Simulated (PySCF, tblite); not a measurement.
**C₄H₅BF₂O₂: geometry, infrared bands and NMR shifts**

Aim: predict the infrared bands and NMR shifts of C₄H₅BF₂O₂ (`CC(=O)O/C=C\B(F)F`).

Computed with tblite 0.8.0 and PySCF 2.14.0, with density-fitted response routines of our own, on a single molecule in the gas phase. Atoms count from 0, in the outputs and in this text.

**1. The starting structure**

14 atoms, charge 0, multiplicity 1; geometry from: force field or distance geometry start.

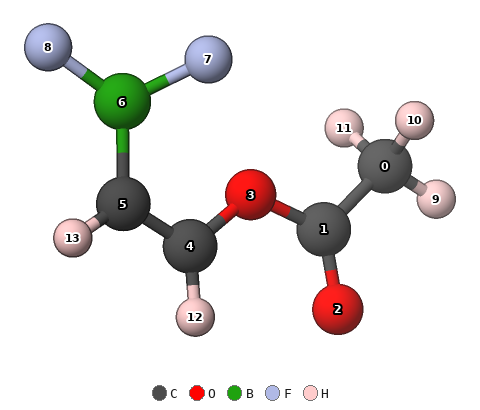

The starting geometry (carbon dark grey, oxygen red, boron green, fluorine light blue, hydrogen pink), atoms numbered.

**2. Optimising the geometry with GFN2-xTB**

Job settings and geometry (Å):

```
{"job": {"kind": "relax", "xc": "GFN2-xTB", "basis": "xTB"}, "charge": 0, "multiplicity": 1}
C      1.656200    -0.576600    -1.848200
C      0.358400     0.117800    -1.498800
O     -0.322600     0.685200    -2.362600
O     -0.040400     0.104900    -0.168700
C     -1.215000     0.705800     0.269700
C     -1.474300     0.606800     1.574900
B     -0.417500    -0.171200     2.434400
F      0.172400    -1.339700     1.783800
F     -0.419000    -0.177700     3.879700
H      1.939700    -0.433100    -2.881700
H      1.568700    -1.669800    -1.626600
H      2.439200    -0.130400    -1.197800
H     -1.894000     1.232200    -0.392300
H     -2.352500     1.045300     2.012000
```

Run with:

```bash
OMP_NUM_THREADS=1 python probes_run.py task.json out
```

This one command runs all jobs of the session in turn.

**Question.** This job is followed by: GFN2-xTB harmonic vibrations, gas phase; GIAO PBE0/pcSseg-1 NMR shielding, non-relativistic, gas phase. What will the session give for the following? strongest single infrared mode (GFN2-xTB); zero-point energy (GFN2-xTB); 13C shifts against TMS (PBE0/pcSseg-1); 1H shifts against TMS (PBE0/pcSseg-1, means over atoms taken as alike); 17O shifts against H2O (PBE0/pcSseg-1); 11B shifts against BF3·OEt2 (PBE0/pcSseg-1); 19F shifts against CFCl3 (PBE0/pcSseg-1, means over atoms taken as alike).

The runs gave:

```
                                                                 quantity                         value
                                strongest single infrared mode (GFN2-xTB)         1148 cm⁻¹, 782 km/mol
                                             zero-point energy (GFN2-xTB)                 57.1 kcal/mol
                                   13C shifts against TMS (PBE0/pcSseg-1)  172.8, 165.1, 99.4, 23.0 ppm
   1H shifts against TMS (PBE0/pcSseg-1, means over atoms taken as alike)          8.41, 4.96, 2.30 ppm
                                   17O shifts against H2O (PBE0/pcSseg-1)              452.4, 279.1 ppm
                              11B shifts against BF3·OEt2 (PBE0/pcSseg-1)                      22.7 ppm
19F shifts against CFCl3 (PBE0/pcSseg-1, means over atoms taken as alike)                     -79.0 ppm
```

In words: Relaxing lowered the energy by 1.164 eV in 78 steps; the close pair that moved most is B6–F7, from 1.462 to 1.319 Å. The lowest mode is slightly imaginary (19i cm⁻¹), a soft motion within the noise of the Hessian, so the minimum is not strictly shown. The strongest single mode, at 1148 cm⁻¹, moves mainly C1. Unscaled tight-binding wavenumbers are off by several per cent, some by more. Its intensities can rank the bands wrongly. At PBE0/pcSseg-1: The widest tensor belongs to O2: span 712 ppm, with a paramagnetic part of -518 ppm.
